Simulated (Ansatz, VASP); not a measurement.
## ZnCdSO in two plane-wave programs

Wanted: the spread between two codes on one cell, functional and k mesh. The cell is invented: As first built, before any earlier steps moved the atoms (in the runner's words): it takes the ZnCdSeS structure with some of its atoms replaced by other elements, volume scaled by an estimate. It may not be a known or stable phase. The cell is taken from a series of VASP runs on this material, whose earlier steps may have relaxed, scaled or displaced it; both programs get it as it stands. Other levels of theory on this material are compared in a session of their own. Valence electrons are named where the data sets of a main pair hold unlike numbers.

Method: plane waves, with VASP 6.6.1 beside it; band structure at r2SCAN, in Ansatz 0.2.0.

### Step 1. Set-up

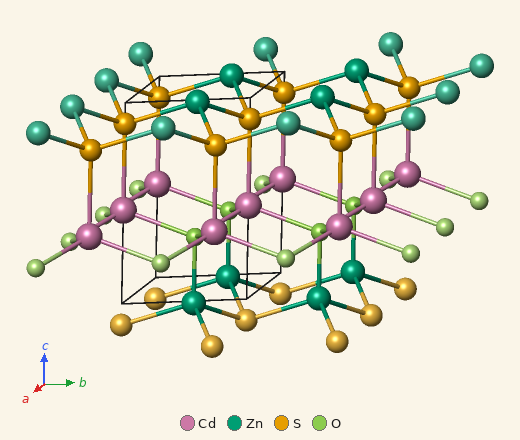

Start, viewed slightly off an axis; cadmium pink, zinc teal, sulfur orange, oxygen green. 2×2×1 cells are drawn. Some periodic images of atoms are drawn too.

### Step 2. VASP: band structure, r2SCAN

The same path points are solved in both programs, so levels can be compared one by one.

Lines of VASP's logs that name or quote its potential files are left out, and so is its time.

Input file INCAR:

```
SYSTEM = ZnCdSO
PREC = Accurate
ENCUT = 520
EDIFF = 1E-06
NELM = 100
ISMEAR = 0
SIGMA = 0.05
LREAL = .FALSE.
ALGO = Normal
METAGGA = R2SCAN
LASPH = .TRUE.
NBANDS = 32
LORBIT = 11
LWAVE = .FALSE.
LCHARG = .FALSE.
KPAR = 2
```

Input file POSCAR:

```
ZnCdSO
1.0
    3.7355713009      0.0000000000      0.0000000000
   -1.8677856505      3.2350998977      0.0000000000
    0.0000000000      0.0000000000      5.9552773176
Cd Zn S O
1 1 1 1
Direct
    0.0000000000      0.0000000000      0.4654295487
    0.3333333300      0.6666666700      0.0314759406
    0.0000000000      0.0000000000      0.8949359676
    0.3333333300      0.6666666700      0.3601585432
```

Input file KPOINTS:

```
Automatic mesh
0
Gamma
7 7 4
0 0 0
```

Input file KPOINTS_OPT:

```
Line mode
16
Line-mode
Reciprocal
  0.00000000   0.00000000   0.00000000 GAMMA
  0.50000000   0.00000000   0.00000000 M

  0.50000000   0.00000000   0.00000000 M
  0.33333333   0.33333333   0.00000000 K

  0.33333333   0.33333333   0.00000000 K
  0.00000000   0.00000000   0.00000000 GAMMA

  0.00000000   0.00000000   0.00000000 GAMMA
  0.00000000   0.00000000   0.50000000 A

  0.00000000   0.00000000   0.50000000 A
  0.50000000   0.00000000   0.50000000 L

  0.50000000   0.00000000   0.50000000 L
  0.33333333   0.33333333   0.50000000 H

  0.33333333   0.33333333   0.50000000 H
  0.00000000   0.00000000   0.50000000 A

  0.50000000   0.00000000   0.50000000 L
  0.50000000   0.00000000   0.00000000 M

  0.33333333   0.33333333   0.00000000 K
  0.33333333   0.33333333   0.50000000 H
```

Potentials, in the order of the species: Cd, Zn, S and O (PBE family, release 64).

Command:

```sh
mpirun -np 2 vasp_std
```

Numbers of over 12 decimals in the logs are rounded to 6 here.

Log:

```text
[banner, memory and clock lines left out]
running    2 mpi-ranks, on    1 nodes
 distrk:  each k-point on    1 cores,    2 groups
 distr:  one band on    1 cores,    1 groups

 POSCAR found type information on POSCAR CdZnS O
 POSCAR found :  4 types and       4 ions
|                                                                             |
|               ----> ADVICE to this user running VASP <----                  |
|                                                                             |
|     You enforced a specific xc type in the INCAR file but a different       |
|     [... a line on the potential file left out ...]
|     I HOPE YOU KNOW WHAT YOU ARE DOING!                                     |
|                                                                             |

 LDA part: xc-table for (None), standard interpolation
 POSCAR, INCAR and KPOINTS ok, starting setup
 FFT: planning ... GRIDC
 FFT: planning ... GRID_SOFT
 FFT: planning ... GRID
 WAVECAR not read
 entering main loop
       N       E                     dE             d eps       ncg     rms          rms(c)
DAV:   1     0.256451786431E+03    0.25645E+03   -0.16996E+04  1792   0.130E+03
DAV:   2    -0.311381133608E+02   -0.28759E+03   -0.26515E+03  1816   0.338E+02
DAV:   3    -0.576053708712E+02   -0.26467E+02   -0.26119E+02  2176   0.102E+02
DAV:   4    -0.580409136647E+02   -0.43554E+00   -0.43522E+00  2024   0.139E+01
DAV:   5    -0.580439379549E+02   -0.30243E-02   -0.30242E-02  2144   0.110E+00    0.125E+01
DAV:   6    -0.472172807814E+02    0.10827E+02   -0.55964E+00  2216   0.463E+01    0.114E+01
DAV:   7    -0.473842118848E+02   -0.16693E+00   -0.22571E+00  2112   0.116E+01    0.732E+00
DAV:   8    -0.474337327014E+02   -0.49521E-01   -0.46271E-01  2272   0.604E+00    0.202E+00
DAV:   9    -0.473967344541E+02    0.36998E-01   -0.14902E-01  2168   0.382E+00    0.753E-01
DAV:  10    -0.473973844064E+02   -0.64995E-03   -0.40229E-02  1920   0.159E+00    0.386E-01
DAV:  11    -0.473961491759E+02    0.12352E-02   -0.72676E-03  2248   0.652E-01    0.116E-01
DAV:  12    -0.473962031524E+02   -0.53977E-04   -0.89957E-04  2032   0.187E-01    0.967E-02
DAV:  13    -0.473962183023E+02   -0.15150E-04   -0.20923E-04  2008   0.766E-02    0.452E-02
DAV:  14    -0.473962294796E+02   -0.11177E-04   -0.11971E-05  2016   0.257E-02    0.111E-02
DAV:  15    -0.473962297077E+02   -0.22812E-06   -0.14655E-06  1800   0.923E-03
   1 F= -.47396230E+02 E0= -.47396230E+02  d E =-.116978E-11
 Start KPOINTS_OPT (optional k-point list driver)
k-point batch [1-28\144]
       N       E                     dE             ncg
DAV:   1     0.369547170202E+04   -0.20299E+05     1792
DAV:   2    -0.419459326122E+04   -0.78901E+04     1816
DAV:   3    -0.490007574038E+04   -0.70548E+03     2144
DAV:   4    -0.491171239762E+04   -0.11637E+02     2016
DAV:   5    -0.491178557652E+04   -0.73179E-01     2168
DAV:   6    -0.491178646750E+04   -0.89098E-03     1976
DAV:   7    -0.491178648174E+04   -0.14243E-04     2208
DAV:   8    -0.491178648197E+04   -0.22579E-06     1528
[...]
k-point batch [141-144\144]
       N       E                     dE             ncg
DAV:   1     0.309491143924E+05   -0.45023E+04      256
DAV:   2     0.298325861785E+05   -0.11165E+04      256
DAV:   3     0.297324842207E+05   -0.10010E+03      328
DAV:   4     0.297309398026E+05   -0.15444E+01      288
DAV:   5     0.297309299916E+05   -0.98110E-02      320
DAV:   6     0.297309298693E+05   -0.12225E-03      264
DAV:   7     0.297309298675E+05   -0.18896E-05      320
DAV:   8     0.297309298674E+05   -0.29300E-07      208
```

Parts of OUTCAR (step 2):

```text
ion  position               nearest neighbor table
   1  0.000  0.000  0.465-   4 2.25   4 2.25   4 2.25   3 2.56   2 3.37   2 3.37   2 3.37
   2  0.333  0.667  0.031-   4 1.96   3 2.30   3 2.30   3 2.30   1 3.37   1 3.37   1 3.37
   3  0.000  0.000  0.895-   2 2.30   2 2.30   2 2.30   1 2.56
   4  0.333  0.667  0.360-   2 1.96   1 2.25   1 2.25   1 2.25

  LATTYP: Found a hexagonal cell.
 ALAT       =     3.7355713009
 C/A-ratio  =     1.5942079104

 Subroutine GETGRP returns: Found  6 space group operations
 (whereof  6 operations were pure point group operations)

The static configuration has the point symmetry C_3v.

 Found     28 irreducible k-points:

   k-points           NKPTS =     28   k-points in BZ     NKDIM =     28   number of bands    NBANDS=     32

   dimension x,y,z NGX =    28 NGY =   28 NGZ =   48
   dimension x,y,z NGXF=    56 NGYF=   56 NGZF=   96

   ENCUT  =  520.0 eV  38.22 Ry    6.18 a.u.   6.95  6.95 11.07*2*pi/ulx,y,z

   NELECT =      36.0000    total number of electrons

 k-points in reciprocal lattice and weights: Automatic mesh
   0.00000000  0.00000000  0.00000000       0.005
   0.14285714 -0.00000000  0.00000000       0.031
   0.28571429 -0.00000000  0.00000000       0.031
   0.42857143  0.00000000  0.00000000       0.031
   0.14285714  0.14285714  0.00000000       0.031
   0.28571429  0.14285714  0.00000000       0.061
   0.42857143  0.14285714  0.00000000       0.031
   0.28571429  0.28571429  0.00000000       0.031
   0.00000000  0.00000000  0.25000000       0.010
[...]
0.42857143  0.14285714  0.50000000       0.031
   0.28571429  0.28571429  0.50000000       0.031

 average (electrostatic) potential at core
       1 -44.2921       2 -41.9345       3 -92.0648       4 -76.4634

 E-fermi :   1.5132

 k-point     1 :       0.0000    0.0000    0.0000
  band No.  band energies     occupation
    ...
     14       0.0197      2.00000
     15       0.0197      2.00000
     16       0.7943      2.00000
     17       1.2934      2.00000
     18       1.2934      2.00000
     19       1.9126      0.00000
     20       5.6991      0.00000
     21       9.1533      0.00000
     22       9.1534      0.00000
     23       9.6684      0.00000
    ...

 k-point     2 :       0.1429   -0.0000    0.0000
  band No.  band energies     occupation
    ...
     14      -0.6568      2.00000
     15      -0.1950      2.00000
     16       0.2296      2.00000
     17       0.6844      2.00000
     18       1.0893      2.00000
     19       2.7857      0.00000
     20       6.5621      0.00000
     21       8.6159      0.00000
     22       9.4513      0.00000
     23       9.7277      0.00000
    ...

 k-point     3 :       0.2857   -0.0000    0.0000
  band No.  band energies     occupation
    ...
     14      -1.8892      2.00000
     15      -1.0629      2.00000
     16      -0.6790      2.00000
     17       0.2988      2.00000
     18       0.6849      2.00000
     19       4.1478      0.00000
     20       6.6665      0.00000
     21       8.0179      0.00000
     22       9.1771      0.00000
     23      10.5686      0.00000
    ...

  Total       -0.0155028     -0.0155028     -0.0316744      0.0000000      0.0000000     -0.0000000
  in kB       -0.3451234     -0.3451235     -0.7051351      0.0000000      0.0000000     -0.0000000
  external PRESSURE =      -0.4651273 kB  Pullay stress =       0.0000000 kB

  energy-cutoff  :      520.00
  volume of cell :       71.97
      direct lattice vectors                 reciprocal lattice vectors
     3.735571301  0.000000000  0.000000000     0.267696671  0.154554733  0.000000000
    -1.867785650  3.235099898  0.000000000     0.000000000  0.309109465  0.000000000
     0.000000000  0.000000000  5.955277318     0.000000000  0.000000000  0.167918293

 POSITION                                       TOTAL-FORCE (eV/Angst)
 -----------------------------------------------------------------------------------
      0.00000      0.00000      2.77176        -0.000000      0.000000     -0.000939
     -0.00000      2.15673      0.18745        -0.000000      0.000000      0.000211
      0.00000      0.00000      5.32959        -0.000000      0.000000     -0.007092
     -0.00000      2.15673      2.14484         0.000000     -0.000000      0.007820
 -----------------------------------------------------------------------------------
    total drift:                                0.000008     -0.000014      0.048102

  FREE ENERGIE OF THE ION-ELECTRON SYSTEM (eV)
  ---------------------------------------------------
  free  energy   TOTEN  =       -47.3962297077 eV

  energy  without entropy=      -47.3962297077  energy(sigma->0) =      -47.39622971

 total charge
# of ion       s       p       d       tot
------------------------------------------
    1        0.342   0.261   9.627  10.229
    2        0.501   0.514   9.851  10.866
    3        1.306   2.473   0.000   3.780
    4        1.561   3.412   0.000   4.973
--------------------------------------------------
tot          3.710   6.660  19.477  29.848

[... 3 further parts left out ...]
```

The run ends at a pressure of -0.05 GPa, with forces up to 0.0078 eV/Å.

(Part 1 of 2 ends here.)

[Lines on the potential files, build, host, timing and source positions are cut from VASP's logs without a mark.]

[Logs are printed without paths, hosts, clocks, repeated set-up lines and the standing remarks that a program may print on its own settings, such as how far it seeks lower states.]

[Hosts, paths, dates, database ids (printed as entryN), source tags and the programs' standing remarks are cut or masked in the printed files.]
